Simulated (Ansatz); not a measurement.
# Preparing In6WO12 (R-3) as a host crystal

Aim: the runs on the perfect crystal In6WO12 (R-3) that a defect calculation needs first.

Main program and level: Ansatz 0.2.0; plane-wave PAW DFT, PBEsol; relaxation of the host's cell and atoms, in the first sound run; inputs show where later runs differ.

**1. The structure**

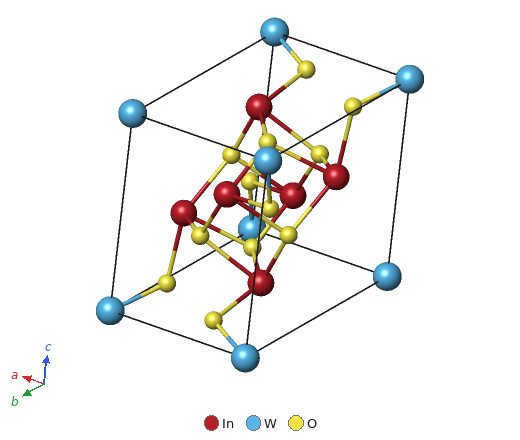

Start, viewed from a free direction; indium red, tungsten blue, oxygen yellow. Bonds to atoms that aren't drawn are left out. Some periodic images of atoms are drawn too.

**2. Host cell relaxation**

Cell and atoms are relaxed together, until forces and stress fall under their thresholds.

Contents of cell/input.yaml:

```yaml
crystal:
  lattice:
    - [4.7674741, 2.7525024, 2.9897983]
    - [-4.7674741, 2.7525024, 2.9897983]
    - [0.0, -5.5050049, 2.9897983]
  atoms:
    - { symbol: In, position: [0.13964527, 0.32280108, 0.60476946] }
    - { symbol: In, position: [0.32280108, 0.60476946, 0.13964527] }
    - { symbol: In, position: [0.60476946, 0.13964527, 0.32280108] }
    - { symbol: In, position: [0.86035473, 0.67719892, 0.39523054] }
    - { symbol: In, position: [0.67719892, 0.39523054, 0.86035473] }
    - { symbol: In, position: [0.39523054, 0.86035473, 0.67719892] }
    - { symbol: W, position: [1.0, 0.0, 0.0] }
    - { symbol: O, position: [0.40612824, 0.58654081, 0.82423636] }
    - { symbol: O, position: [0.58654081, 0.82423636, 0.40612824] }
    - { symbol: O, position: [0.82423636, 0.40612824, 0.58654081] }
    - { symbol: O, position: [0.59387176, 0.41345919, 0.17576364] }
    - { symbol: O, position: [0.41345919, 0.17576364, 0.59387176] }
    - { symbol: O, position: [0.17576364, 0.59387176, 0.41345919] }
    - { symbol: O, position: [0.95843694, 0.10259166, 0.29546634] }
    - { symbol: O, position: [0.70453366, 0.04156306, 0.89740834] }
    - { symbol: O, position: [0.89740834, 0.70453366, 0.04156306] }
    - { symbol: O, position: [0.04156306, 0.89740834, 0.70453366] }
    - { symbol: O, position: [0.29546634, 0.95843694, 0.10259166] }
    - { symbol: O, position: [0.10259166, 0.29546634, 0.95843694] }
basis:
  ecutwfc: 420
  xc_grid: 2
hamiltonian:
  xc: pbesol
kpoints:
  mp_grid: { grid: [5, 5, 5] }
scf:
  occupations: { method: fixed }
  max_iter: 100
relax:
  f_tol: 0.005
  max_steps: 60
  cell: {}
output:
  forces: true
  stress: true
checkpoint:
  write: "../cell.run"
  compress: false
  write_wavefunctions: false
  write_every: 100000
```

Command:

```console
> ansatz run input.yaml --threads 4 --pin off --max-ram 7536MiB --backend cpu --events-out ev --progress --plain --runs-dir out
```

Numbers of over 12 decimals in the logs are rounded to 6 here.

The program printed:

```text
[... repeated set-up lines and file paths are left out, and long positions are rounded to six places ...]
Engine: ansatz 0.2.0, aarch64-unknown-linux-gnu
Pseudopotentials: kind: paw
Pseudopotential: In, paw, valence charge 13, recommended cutoff 420 eV (normal), In.paw.azcp
Pseudopotential: W, paw, valence charge 14, recommended cutoff 420 eV (normal), W.paw.azcp
Pseudopotential: O, paw, valence charge 6, recommended cutoff 420 eV (normal), O.paw.azcp
Functional definition: PBEsol
  exchange = pbesol_x
  correlation = pbesol_c
Crystal: 19 atoms, lattice volume = 235.401 Å³
Basis set: ecut = 420 eV, 4599 PW (Γ), exchange–correlation on 90×90×90 points (8 copies of the dense FFT grid, shifted against one another)
Bands: 101, of which v1, the nominal top of the filled ones, is band 82 counted from 1 (81 counted from 0)
Symmetry: 6 space group operations
Space group: R-3 (ITA 148), of the structure as read, at distance tolerance 6.2e-5 Å
k-points: 23 of 125
Non-local potential: In, projectors of the file, l = 0: 2, l = 1: 2, l = 2: 2, l = 3: 2
Non-local potential: W, projectors of the file, l = 0: 3, l = 1: 2, l = 2: 2, l = 3: 1
Non-local potential: O, projectors of the file, l = 0: 2, l = 1: 2, l = 2: 1
PAW form: soft (Blöchl's): semilocal exchange-correlation on the pseudo side does not see the compensation charge
PAW frozen core: In, regenerated for the run's functional, and the local potential with it (the file was generated under x = pbe(κ = 0.804, μ = 0.219515), c = pbe(β = 0.066725))
PAW frozen core: W, regenerated for the run's functional, and the local potential with it (the file was generated under x = pbe(κ = 0.804, μ = 0.219515), c = pbe(β = 0.066725))
PAW frozen core: O, regenerated for the run's functional, and the local potential with it (the file was generated under x = pbe(κ = 0.804, μ = 0.219515), c = pbe(β = 0.066725))
PAW one-centre angular grid: In, 590 points (default); XC on 64 Gauss nodes
PAW one-centre angular grid: W, 590 points (default); XC on 64 Gauss nodes
PAW one-centre angular grid: O, 110 points (default); XC on 64 Gauss nodes
Initial density: superposition of atomic densities (neutral atoms: chi_scale 0, normalization atom), corrected by the library's trained network
Initial wavefunctions: pseudopotential atomic-orbital guess
Functional: x = pbesol(κ = 0.804, μ = 0.123457), c = pbesol(β = 0.046)
SCF iter   1: F=—  HF=-50141.806751 eV  |F-HF|=—  |Δ(HF+E_count)|=         —  Δρ=1.69e-2  dr2=5.51e-1  ethr=1.77e-3  ⟨swp⟩=5.0  Hψ=7596  notcnv=0  defer=384
preconditioner: auto → Resta (q_TF=auto, 2.569 Å⁻¹)  ε∞=5.0  [insulator: Δε(μ)=1.886 eV  Ē_g=15.076 eV  n_scr=74 (ndim 8)  ℏωp=30.2 eV  f_vac=0.036  ε∞_Penn≈5.0]
SCF iter   2: F=—  HF=-50141.670292 eV  |F-HF|=—  |Δ(HF+E_count)|=   1.36e-1  Δρ=3.69e-3  dr2=3.38e-2  ethr=3.36e-4  ⟨swp⟩=2.0  Hψ=3556  notcnv=0  defer=380
SCF iter   3: F=—  HF=-50141.664004 eV  |F-HF|=—  |Δ(HF+E_count)|=   6.29e-3  Δρ=1.43e-3  dr2=4.17e-3  ethr=2.06e-5  ⟨swp⟩=2.9  Hψ=2918  notcnv=0  defer=388
SCF iter   4: F=—  HF=-50141.663598 eV  |F-HF|=—  |Δ(HF+E_count)|=   4.06e-4  Δρ=5.13e-4  dr2=6.57e-4  ethr=2.54e-6  ⟨swp⟩=2.5  Hψ=3435  notcnv=0  defer=388
SCF iter   5: F=—  HF=-50141.663689 eV  |F-HF|=—  |Δ(HF+E_count)|=   9.10e-5  Δρ=3.51e-4  dr2=2.51e-4  ethr=4.01e-7  ⟨swp⟩=2.0  Hψ=3659  notcnv=0  defer=365
SCF iter   6: F=—  HF=-50141.663669 eV  |F-HF|=—  |Δ(HF+E_count)|=   2.07e-5  Δρ=6.51e-5  dr2=1.14e-5  ethr=1.53e-7  ⟨swp⟩=2.0  Hψ=3683  notcnv=0  defer=317
SCF iter   7: F=—  HF=-50141.663563 eV  |F-HF|=—  |Δ(HF+E_count)|=   1.05e-4  Δρ=2.24e-5  dr2=1.30e-6  ethr=6.96e-9  ⟨swp⟩=2.0  Hψ=2851  notcnv=0  defer=316
SCF iter   8: F=-50141.663565 eV  HF=-50141.663565 eV  |F-HF|=5.22e-8  |Δ(HF+E_count)|=   1.25e-6  Δρ=4.67e-6  dr2=4.02e-8  ethr=6.10e-11  ⟨swp⟩=3.0  Hψ=9455  notcnv=0
SCF 1 converged in 8 iterations: F = -50141.663565 eV  dr2 = 4.02e-8
  greatest PAW one-centre occupation: 1.000 electrons in one spin orbital (limit 2), on the W atom at site 6 (counted from 0), in its partial waves of l = 0
relax step   1: F+E_penalty+E_count = -50141.66356459 eV  Δ(F+E_penalty+E_count) = +0.000e0 eV  max|allowed force component| = 9.235e-2 eV/Å  Δτ_max = 0.0000 Å  P = -1.114 GPa  Ω = 235.401 Å³  (8 SCF iters, dr2 threshold 1.00e-7 eV, accepted)
[... the SCF cycles and remarks between the steps are left out from here to the last step ...]
relax step   2: F+E_penalty+E_count = -50141.67649525 eV  Δ(F+E_penalty+E_count) = -1.293e-2 eV  max|allowed force component| = 2.149e-2 eV/Å  Δτ_max = 0.0066 Å  P = +0.191 GPa  Ω = 233.872 Å³  energy of the carried Pulay correction = +7.169e-3 eV  (6 SCF iters, dr2 threshold 1.90e-6 eV, accepted)
relax step   3: F+E_penalty+E_count = -50141.67594961 eV  Δ(F+E_penalty+E_count) = +5.456e-4 eV  max|allowed force component| = 8.483e-3 eV/Å  Δτ_max = 0.0023 Å  P = +0.018 GPa  Ω = 234.096 Å³  energy of the carried Pulay correction = +6.118e-3 eV  (5 SCF iters, dr2 threshold 1.40e-7 eV, accepted)
relax step   4: F+E_penalty+E_count = -50141.67584768 eV  Δ(F+E_penalty+E_count) = +1.019e-4 eV  max|allowed force component| = 4.896e-3 eV/Å  Δτ_max = 0.0019 Å  P = -0.000 GPa  Ω = 234.135 Å³  energy of the carried Pulay correction = +5.934e-3 eV  (7 SCF iters, dr2 threshold 4.50e-9 eV, accepted)
Initial wavefunctions: pseudopotential atomic-orbital guess (no wavefunctions were taken with the density)
iter 1 solved again at ethr=7.43e-8 eV; its pass at ethr=3.10e-3 eV (dr2=1.22e-4 eV) is discarded
SCF iter   1: F=—  HF=-50141.670484 eV  |F-HF|=—  |Δ(HF+E_count)|=         —  Δρ=4.57e-5  dr2=7.08e-7  ethr=7.43e-8  ⟨swp⟩=3.9  Hψ=13048  notcnv=0  defer=391
SCF iter   2: F=—  HF=-50141.670366 eV  |F-HF|=—  |Δ(HF+E_count)|=   1.19e-4  Δρ=2.20e-5  dr2=2.03e-7  ethr=4.32e-10  ⟨swp⟩=2.1  Hψ=3863  notcnv=0  defer=383
SCF iter   3: F=—  HF=-50141.670366 eV  |F-HF|=—  |Δ(HF+E_count)|=   2.03e-7  Δρ=7.98e-6  dr2=3.84e-8  ethr=1.24e-10  ⟨swp⟩=2.0  Hψ=2657  notcnv=0  defer=383
SCF iter   4: F=—  HF=-50141.670366 eV  |F-HF|=—  |Δ(HF+E_count)|=   2.04e-8  Δρ=1.03e-6  dr2=1.34e-9  ethr=2.34e-11  ⟨swp⟩=2.0  Hψ=3746  notcnv=0  defer=383
SCF iter   5: F=—  HF=-50141.670366 eV  |F-HF|=—  |Δ(HF+E_count)|=  2.11e-10  Δρ=3.76e-7  dr2=2.25e-10  ethr=1.00e-12  ⟨swp⟩=5.0  Hψ=8747  notcnv=0
SCF iter   6: F=-50141.670366 eV  HF=-50141.670366 eV  |F-HF|=2.18e-11  |Δ(HF+E_count)|=  1.46e-11  Δρ=9.96e-8  dr2=2.34e-11  ethr=1.00e-12  ⟨swp⟩=4.0  Hψ=6891  notcnv=0
SCF 5 converged in 6 iterations: F = -50141.670366 eV  dr2 = 2.34e-11
relax step   5: F+E_penalty+E_count = -50141.67036575 eV  Δ(F+E_penalty+E_count) = +5.482e-3 eV  max|allowed force component| = 4.823e-3 eV/Å  Δτ_max = 0.0000 Å  P = -0.037 GPa  Ω = 234.135 Å³  stress off target by 3.88e-2 GPa  SCF on the basis re-selected at this cell (its energy is not comparable with the rows above)  (6 SCF iters)
basis re-selected at this cell: Δ(F+E_penalty+E_count) = +5.482e-3 eV, ΔP = -0.037 GPa vs the last step (what re-selecting the basis moved, of the pressure what is left beyond the Pulay correction that the steps carried, after the strain that the cell walked [...]
SCF converged after 6 iterations
Free energy (F): -50141.670366 eV
Harris-Foulkes:  -50141.670366 eV  (|F-HF|=2.18e-11)
Internal energy: -50141.670366 eV  (E = F + TS)
E sigma→0 (E₀):  -50141.670366 eV
Fermi energy:    8.959418 eV
--- Per-component energies (eV) ---
  E_band       = -199.266048
  E_kinetic    = 4016.001092
  E_local      = -10783.040179  (includes V_loc(G=0)·N_el)
  E_nonlocal   = 2815.237660
  E_hartree    = 4061.470006
  E_xc         = -2407.713914
  E_vxc        = -1945.828475  (∫ρ·V_xc dr)
  E_paw        = -34803.134649  (= ΣΔE_a)
  E_vpaw       = -2424.605468  (= ΣTr[D̂ρ^β])
  E_aug_tail   = 0.029165  (compensation charges beyond the density's cutoff)
  E_ewald      = -13042.580209
  E_core_change = 2.060662  (= ΣΔE_core)
  E_smearing   = -0.000000  (= −TS)
  E_closure    = 0.000000  (closes the sum)
  Σ components = -50141.670366   (vs F -50141.670366, Δ=0.00e0)
--- Forces (eV/Å), atoms counted from 1 ---
  atom   1  In    -0.00168862    -0.00030735    -0.00109415
  atom   2  In     0.00057814     0.00161607    -0.00109415
  atom   3  In     0.00111049    -0.00130871    -0.00109415
  atom   4  In     0.00168862     0.00030735     0.00109415
  atom   5  In    -0.00057814    -0.00161607     0.00109415
  atom   6  In    -0.00111049     0.00130871     0.00109415
  atom   7  W      0.00000000     0.00000000     0.00000000
  atom   8  O      0.00416621    -0.00014000     0.00259293
  atom   9  O     -0.00220434    -0.00353805     0.00259293
  atom  10  O     -0.00196187     0.00367804     0.00259293
  atom  11  O     -0.00416621     0.00014000    -0.00259293
  atom  12  O      0.00220434     0.00353805    -0.00259293
  atom  13  O      0.00196187    -0.00367804    -0.00259293
  atom  14  O     -0.00328775    -0.00367037     0.00231848
  atom  15  O     -0.00482251     0.00101209    -0.00231848
  atom  16  O      0.00153476    -0.00468246    -0.00231848
  atom  17  O      0.00328775     0.00367037    -0.00231848
  atom  18  O      0.00482251    -0.00101209     0.00231848
  atom  19  O     -0.00153476     0.00468246     0.00231848
  max |Σ_I F_I| component: 3.25e-18 eV/Å
--- Stress (GPa, compression-positive) ---
       -0.036085      -0.000000      -0.000000
        0.000000      -0.036085       0.000000
        0.000000       0.000000      -0.038802
  P = ⅓ Tr σ = -0.0370 GPa (-0.370 kbar)
--- Relaxed structure (4 steps of the walk, 4 accepted, 1 SCFs on fresh bases) ---
  F+E_penalty+E_count = -50141.67036575 eV   max|allowed force component| = 4.823e-3 eV/Å   (the final SCF, on the basis selected at the relaxed cell)
  cell:  # Å, volume = 234.1352 Å³
    - [4.759938, 2.748152, 2.983139]
    - [-4.759938, 2.748152, 2.983139]
    - [0, -5.496303, 2.983139]
  atoms:
    - { symbol: In, position: [0.139538, 0.322401, 0.605456] }
    - { symbol: In, position: [0.322401, 0.605456, 0.139538] }
    - { symbol: In, position: [0.605456, 0.139538, 0.322401] }
    - { symbol: In, position: [0.860462, 0.677599, 0.394544] }
    - { symbol: In, position: [0.677599, 0.394544, 0.860462] }
    - { symbol: In, position: [0.394544, 0.860462, 0.677599] }
    - { symbol: W, position: [1.0, 0.0, 0.0] }
    - { symbol: O, position: [0.405818, 0.585776, 0.823975] }
    - { symbol: O, position: [0.585776, 0.823975, 0.405818] }
    - { symbol: O, position: [0.823975, 0.405818, 0.585776] }
    - { symbol: O, position: [0.594182, 0.414224, 0.176025] }
    - { symbol: O, position: [0.414224, 0.176025, 0.594182] }
    - { symbol: O, position: [0.176025, 0.594182, 0.414224] }
    - { symbol: O, position: [0.958944, 0.102581, 0.295360] }
    - { symbol: O, position: [0.704640, 0.041056, 0.897419] }
    - { symbol: O, position: [0.897419, 0.704640, 0.041056] }
    - { symbol: O, position: [0.041056, 0.897419, 0.704640] }
    - { symbol: O, position: [0.295360, 0.958944, 0.102581] }
    - { symbol: O, position: [0.102581, 0.295360, 0.958944] }
```

The job ended after 46 s (4 threads of Arm Neoverse V1, shared host; peak memory 1.1 GiB).

Relaxation path:

```
step  energy less that of the first step (eV)  largest force component (eV/Å)  pressure (GPa)  volume (Å³)
   1                                   0.0000                          0.0923           -1.11       235.40
   2                                  -0.0129                          0.0215            0.19       233.87
   3                                  -0.0124                          0.0085            0.02       234.10
   4                                  -0.0123                          0.0049            0.00       234.14
  5*                                  -0.0068                          0.0048           -0.04       234.14
```

Relaxation steps marked * repeat the geometry before them on a plane-wave basis chosen anew for their cell, so energy and pressure can jump there.

The run keeps the 6 symmetry operations that it works with, so distortions that break them were not tested.

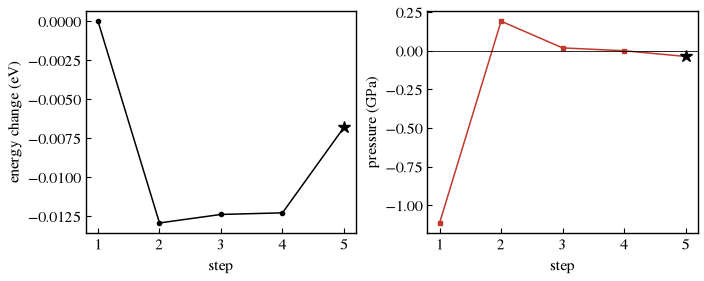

Energy and pressure along the relaxation. Stars mark steps on a basis chosen anew.

```
conventional cell, symmetrised  before  after  change
                         a (Å)   9.535  9.520  -0.2 %
                         b (Å)   9.535  9.520  -0.2 %
                         c (Å)   8.969  8.949  -0.2 %
              volume (Å³/atom)   12.39  12.32  -0.5 %
```

Numbers from this step:

```yaml
pressure: -0.03699 GPa
```

The relaxation ends with a largest force component of 0.0048 eV/Å and a pressure of -0.04 GPa.

(Part 1 of 4 ends here.)

[Logs are printed without paths, hosts, clocks, repeated set-up lines and the standing remarks that a program may print on its own settings, such as how far it seeks lower states.]

[Hosts, paths, dates, database ids (printed as entryN), source tags and the programs' standing remarks are cut or masked in the printed files.]

[Runs of the host that timed out are not shown.]

[For some hosts the program warned that the k-mesh of the response run may be too coarse for force constants and the static dielectric constant; such warnings are not always shown.]

[The program warned that the k-mesh of a response run behind this text may be too coarse: force constants, and the static dielectric constant and all else formed from them, are not shown converged.]
